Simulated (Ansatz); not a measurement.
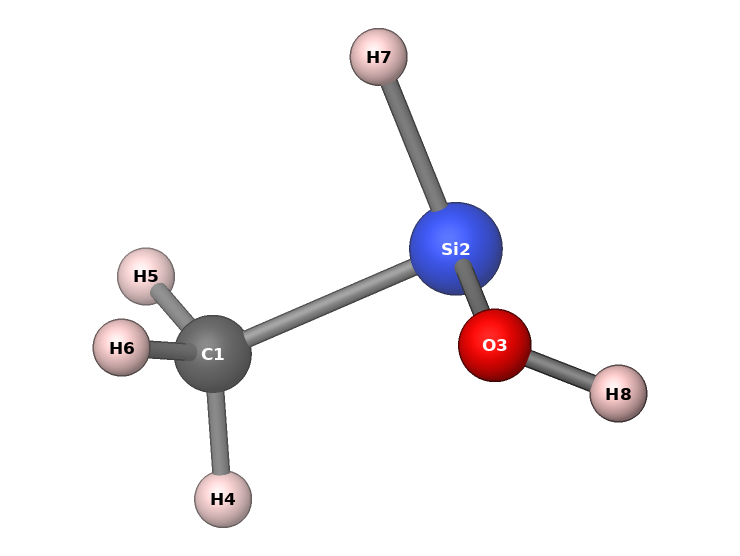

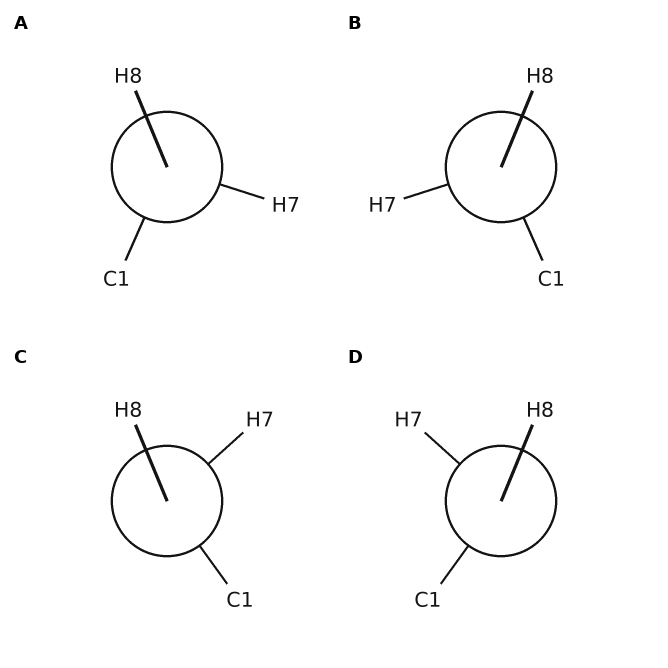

Distant atoms are faded towards the background colour. Bonds that would overlap in a projection are set slightly apart. The species has charge −1 and is a spin singlet. Computed geometry: PBE0-D4/def2-TZVPD optimisation. No frequency run is at hand to confirm it as a minimum.

**Which Newman projection shows the view along O3–Si2, with O3 in front?**

B. The torsion angle H8–O3–Si2–C1 is 134°, anticlinal.
